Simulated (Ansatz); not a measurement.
Fields on a plane of EuO (rock salt)

```xyz
2
Lattice="0.0000 2.4828 2.4828 2.4828 0.0000 2.4828 2.4828 2.4828 0.0000" Properties=species:S:1:pos:R:3 pbc="T T T"
O      0.0000     0.0000     0.0000
Eu     2.4828     2.4828     2.4828
```

The slice is a {100} plane (indices of the conventional cell) through the point (0.000, 0.000, 0.000) (fractional), spanned by u = [100] and v = [0 1 -1] in vectors of this cell: u (3.51 Å) and v (3.51 Å, at 90° to u). It covers one period; positions are fractions (u, v).

Atoms on it: O at (0.00, 0.00); Eu at (0.50, 0.50).

Method: PBEsol (plane waves to 420 eV, PAW, scalar-relativistic; Ansatz, an electronic-structure program). k mesh 16×16×16. Near the nuclei the fields are pseudised (PAW); where an atom keeps semicore shells as valence, they peak there. EuO is run spin-polarised and with no Hubbard U. EuO was relaxed with its symmetry unable to fall. Relaxed EuO ends ferromagnetic. The relaxed volume of EuO is well below the measured one. The magnetic order is the one the run started from; other orders were not tried. The f-shell state is unchecked: a lower one may exist.

```tsv
v \ u	0.00	0.11	0.21	0.32	0.43	0.54	0.64	0.75	0.86	0.96
0.96	x	x	0.78	0.30	0.08	0.07	0.17	0.67	0.80	x
0.86	0.80	0.82	0.53	0.10	0.14	0.16	0.09	0.31	0.79	0.80
0.75	0.69	0.48	0.11	0.31	0.60	0.63	0.44	0.11	0.31	0.67
0.64	0.19	0.10	0.26	0.68	0.72	0.69	0.72	0.44	0.09	0.17
0.54	0.08	0.09	0.49	0.73	x	x	0.70	0.63	0.16	0.07
0.43	0.09	0.09	0.44	0.73	x	x	0.72	0.60	0.14	0.08
0.32	0.33	0.15	0.16	0.61	0.73	0.73	0.68	0.31	0.10	0.30
0.21	0.79	0.67	0.17	0.16	0.45	0.49	0.26	0.11	0.53	0.78
0.11	x	0.81	0.67	0.15	0.09	0.09	0.09	0.48	0.82	x
0.00	x	x	0.79	0.33	0.09	0.08	0.19	0.69	0.80	x
```

Values: ELF of the up spins. Points within 0.5 Å of a nucleus are blanked (x), as the pseudised field means little there.

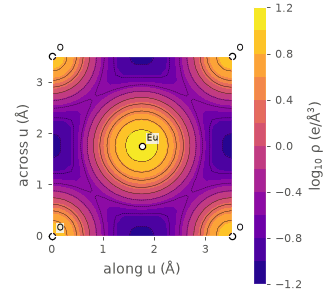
*Log₁₀ of the valence density in e/Å³, one period of the plane, atoms marked. The scale is logarithmic, as a density can span decades between atoms and voids.*

- Density on the O–Eu line (2.48 Å) at its density minimum, 1.2 Å from O: 0.31 e/Å³
- ELF at that point: 0.1
